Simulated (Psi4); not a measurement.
# One shape, several levels: singlet CH3BCl+

Wanted: a comparison of 3 runs (BHLYP/aug-cc-pVDZ, PBE0/aug-cc-pVDZ, r2SCAN/aug-cc-pVDZ) of singlet CH3BCl+. 

The results are computed with Psi4 1.11.

2 further runs of the same task are left out: 2 set aside as unsound or not needed.

## 1. The molecule

The species is CH3BCl+ (6 atoms), meant as a singlet with charge +1. SMILES of the parent species: `C[B]Cl`. Geometry: relaxed at PBE0-D4/def2-TZVP. That shape belongs to the parent species and isn't relaxed for this state.

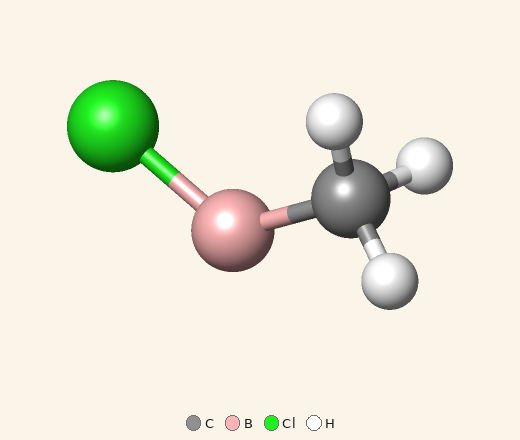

The structure, seen from a chosen angle (carbon grey, boron pink, chlorine green, hydrogen white).

## 2. A single-point energy at BHLYP/aug-cc-pVDZ (run 1)

Input file ch3bcl.xyz:

```xyz
6
CH3BCl
C     -0.289900     0.325200    -0.312400
B      0.195300    -1.059500     0.167700
Cl     1.467800    -1.355700     1.297800
H     -1.073500     0.641700     0.390700
H      0.494200     1.088800    -0.289700
H     -0.752000     0.295400    -1.300400
```

Input file job.py:

```python
import psi4

psi4.set_memory(2200000000)
psi4.set_num_threads(1)
psi4.core.set_output_file('psi4.out', False)

with open('ch3bcl.xyz') as f:
    atoms = ''.join(f.readlines()[2:])
molecule = psi4.geometry('1 1\n' + atoms + 'symmetry c1\nno_reorient\nno_com')

psi4.set_options({
    'basis': 'aug-cc-pVDZ',
    'puream': True,
    'e_convergence': 1e-09,
    'd_convergence': 1e-08,
    'scf_type': 'pk',
    'dft_radial_points': 99,
    'dft_spherical_points': 590,
})

e_tot, wfn = psi4.energy("bhhlyp", return_wfn=True)
psi4.oeprop(wfn, "LOWDIN_CHARGES", "WIBERG_LOWDIN_INDICES", "QUADRUPOLE")
print('E =', round(e_tot, 9))
```

The run is started by

```bash
$ python job.py
```

psi4.out:

```text
[...]
  Running in c1 symmetry.
[...]
  Nuclear repulsion =   76.029351716677780
[...]
  Multiplicity = 1
[...]
  Nalpha       = 15
  Nbeta        = 15
[...]
    Number of basis functions: 100
[...]
   @RKS iter   1:  -524.43447895408133   -6.70135e-02   5.71338e-03 ADIIS/DIIS
[...]
   @RKS iter  12:  -524.60579343782956   -1.70530e-12   1.16596e-09 DIIS
[...]
    Orbital Energies [Eh]
    ---------------------
    Doubly Occupied:
       1A   -103.099671     2A    -10.832044     3A    -10.174402
       4A     -7.824035     5A     -7.818800     6A     -7.818638
       7A     -7.509173     8A     -1.227871     9A     -1.062414
      10A     -0.812599    11A     -0.725562    12A     -0.716175
      13A     -0.709061    14A     -0.658845    15A     -0.647982
[...]
  @RKS Final Energy:  -524.60579343782956
   => Energetics <=
    Nuclear Repulsion Energy =             76.0293517166777804
    One-Electron Energy =                -863.8350589072972525
    Two-Electron Energy =                 282.9887712418204728
    DFT Exchange-Correlation Energy =     -19.7888574890305726
    Empirical Dispersion Energy =           0.0000000000000000
    VV10 Nonlocal Energy =                  0.0000000000000000
    Total Energy =                       -524.6057934378295613
[...]
 Multipole Moments:
 ------------------------------------------------------------------------------------
     Multipole            Electronic (a.u.)      Nuclear  (a.u.)        Total (a.u.)
 ------------------------------------------------------------------------------------
 L = 1.  Multiply by 2.5417464519 to convert [e a0] to [Debye]
 Dipole X            :        -42.7334761           43.1961157            0.4626396
 Dipole Y            :         44.6574358          -46.0475234           -1.3900876
 Dipole Z            :        -37.0297424           37.4681668            0.4384244
 Magnitude           :                                                    1.5292465
 L = 2.  Multiply by 1.3450342976 to convert [e a0^2] to [Debye ang]
 Quadrupole XX       :       -153.7008658          140.2804566          -13.4204093
 Quadrupole XY       :        126.0824792         -127.8491748           -1.7666956
[...]
```

The script printed:

```text
E = -524.605793438
```

It took 36 s on 1 thread of AMD EPYC 7R43 (Zen 3), shared host; peak memory 0.98 GiB.

## 3. Energy and forces at PBE0/aug-cc-pVDZ (run 2)

Input file ch3bcl.dat:

```
memory 2200 mb

molecule {
  1 1
  C
  B 1 1.543797
  Cl 2 1.72746 1 126.06889
  H 1 1.099341 2 106.46066 3 -89.20157
  H 1 1.094721 4 107.2451 2 -121.46559
  H 1 1.091132 5 109.94783 4 115.48294
  symmetry c1
  no_reorient
  no_com
}

set puream true
set e_convergence 1e-09
set d_convergence 1e-08
set scf_type pk
set dft_radial_points 99
set dft_spherical_points 590

e, wfn = gradient("pbe0/aug-cc-pVDZ", return_wfn=True)
oeprop(wfn, "MULLIKEN_CHARGES", "MAYER_INDICES", "QUADRUPOLE")
```

The run is started by

```bash
$ psi4 ch3bcl.dat ch3bcl.out -n 1
```

ch3bcl.out, cut to the lines that bear on the results:

```text
[...]
  Running in c1 symmetry.
[...]
  Nuclear repulsion =   76.029339868728272
[...]
  Multiplicity = 1
[...]
  Nalpha       = 15
  Nbeta        = 15
[...]
    Number of basis functions: 100
[...]
   @RKS iter   1:  -524.17285066932709    5.12575e-02   6.72784e-03 ADIIS/DIIS
[...]
   @RKS iter  11:  -524.40758908787359   -1.94404e-11   7.53999e-09 DIIS
[...]
  @RKS Final Energy:  -524.40758908787359
   => Energetics <=
    Nuclear Repulsion Energy =             76.0293398687282718
    One-Electron Energy =                -863.8406158542086359
    Two-Electron Energy =                 292.3251767931651557
    DFT Exchange-Correlation Energy =     -28.9214898955583237
    Empirical Dispersion Energy =           0.0000000000000000
    VV10 Nonlocal Energy =                  0.0000000000000000
    Total Energy =                       -524.4075890878735891
[...]
  -Total Gradient:
     Atom            X                  Y                   Z
    ------   -----------------  -----------------  -----------------
       1       -0.004889383196    -0.041350284707    -0.013975152821
       2        0.003918365325     0.096610349936     0.012682103493
       3       -0.001167776064    -0.055067512223     0.005011191639
       4       -0.006219739423    -0.001720067417    -0.000423134242
       5        0.006707881120     0.005933913676    -0.010021241143
       6        0.001649142812    -0.004400049040     0.006726606822
[...]
 Multipole Moments:
 ------------------------------------------------------------------------------------
     Multipole            Electronic (a.u.)      Nuclear  (a.u.)        Total (a.u.)
 ------------------------------------------------------------------------------------
 L = 1.  Multiply by 2.5417464519 to convert [e a0] to [Debye]
 Dipole X            :         -0.0820814            0.1274951            0.0454137
 Dipole Y            :         -1.0126118            2.0373909            1.0247791
 Dipole Z            :          5.6897940           -6.5415393           -0.8517453
 Magnitude           :                                                    1.3333059
 L = 2.  Multiply by 1.3450342976 to convert [e a0^2] to [Debye ang]
 Quadrupole XX       :        -21.5169224            5.4675700          -16.0493524
 Quadrupole XY       :         -0.2907920            0.4297466            0.1389546
[...]
  Mulliken Charges: (a.u.)
   Center  Symbol    Alpha    Beta     Spin     Total
[...]
```

It took 41 s on 1 thread of AMD EPYC 7R43 (Zen 3), shared host; peak memory 0.99 GiB.

## 4. A single-point energy at r2SCAN/aug-cc-pVDZ (run 3)

Input file calc.py:

```python
import psi4

psi4.set_memory(2200000000)
psi4.set_num_threads(1)
psi4.set_output_file('psi4.out', False)

m = psi4.geometry("""
1 1
C
B 1 1.543797
Cl 2 1.72746 1 126.06889
H 1 1.099341 2 106.46066 3 -89.20157
H 1 1.094721 4 107.2451 2 -121.46559
H 1 1.091132 5 109.94783 4 115.48294
symmetry c1
no_reorient
no_com
""")

psi4.set_options({
    'reference': 'rks',
    'puream': True,
    'e_convergence': 1e-09,
    'd_convergence': 1e-08,
    'scf_type': 'pk',
    'dft_radial_points': 99,
    'dft_spherical_points': 590,
})

E = psi4.energy("r2scan/aug-cc-pVDZ")
print(f'r2scan/aug-cc-pVDZ energy: {E:.10f} Eh')
```

The run is started by

```bash
$ python calc.py
```

psi4.out:

```text
[...]
  Running in c1 symmetry.
[...]
  Nuclear repulsion =   76.029339868728272
[...]
  Multiplicity = 1
[...]
  Nalpha       = 15
  Nbeta        = 15
[...]
    Number of basis functions: 100
[...]
   @RKS iter   1:  -524.25476495908242    1.52481e-01   7.72763e-03 ADIIS/DIIS
[...]
   @RKS iter  12:  -524.57241745783199   -7.38964e-12   4.36322e-09 DIIS
[...]
    Orbital Energies [Eh]
    ---------------------
    Doubly Occupied:
       1A   -101.500472     2A    -10.288465     3A     -9.661020
       4A     -7.404476     5A     -7.397568     6A     -7.397303
       7A     -7.042543     8A     -1.079261     9A     -0.927183
      10A     -0.715880    11A     -0.632365    12A     -0.623383
      13A     -0.618285    14A     -0.575571    15A     -0.563417
[...]
  @RKS Final Energy:  -524.57241745783199
   => Energetics <=
    Nuclear Repulsion Energy =             76.0293398687282718
    One-Electron Energy =                -863.7963665462741574
    Two-Electron Energy =                 301.6119740017720687
    DFT Exchange-Correlation Energy =     -38.4173647820581365
    Empirical Dispersion Energy =           0.0000000000000000
    VV10 Nonlocal Energy =                  0.0000000000000000
    Total Energy =                       -524.5724174578319889
[...]
 Multipole Moments:
 ------------------------------------------------------------------------------------
     Multipole            Electronic (a.u.)      Nuclear  (a.u.)        Total (a.u.)
 ------------------------------------------------------------------------------------
 L = 1.  Multiply by 2.5417464519 to convert [e a0] to [Debye]
 Dipole X            :         -0.0812576            0.1274951            0.0462375
 Dipole Y            :         -1.0368061            2.0373909            1.0005847
 Dipole Z            :          5.6709304           -6.5415393           -0.8706089
 Magnitude           :                                                    1.3271276
[...]
```

The script printed:

```text
r2scan/aug-cc-pVDZ energy: -524.5724174578 Eh
```

Run time: 50 s. Hardware: 1 thread of AMD EPYC 7R43 (Zen 3), shared host; peak memory 1.3 GiB.

## 5. Overview of the runs

| run | level | task | energy (Eh) | HOMO energy (eV) | LUMO energy (eV) | HOMO–LUMO gap (eV) | wall time |
| --- | --- | --- | --- | --- | --- | --- | --- |
| 1 | BHLYP/aug-cc-pVDZ | energy | -524.605793 | -17.63 | -9.27 | 8.36 | 36 s |
| 2 | PBE0/aug-cc-pVDZ | gradient | -524.407589 | -16.39 | -10.27 | 6.13 | 41 s |
| 3 | r2SCAN/aug-cc-pVDZ | energy | -524.572417 | -15.33 | -10.95 | 4.38 | 50 s |

## 6. What came out

```
            quantity          value
 run 3: total energy  -524.57242 Eh
  run 3: HOMO energy      -15.33 eV
  run 3: LUMO energy      -10.95 eV
run 3: HOMO–LUMO gap        4.38 eV
```

What this shows: The HOMO–LUMO gap runs from 4.38 eV (r2SCAN/aug-cc-pVDZ) to 8.36 eV (BHLYP/aug-cc-pVDZ). Totals of different functionals can't be ranked against each other. All runs together took 2.1 min, the longest 50 s.
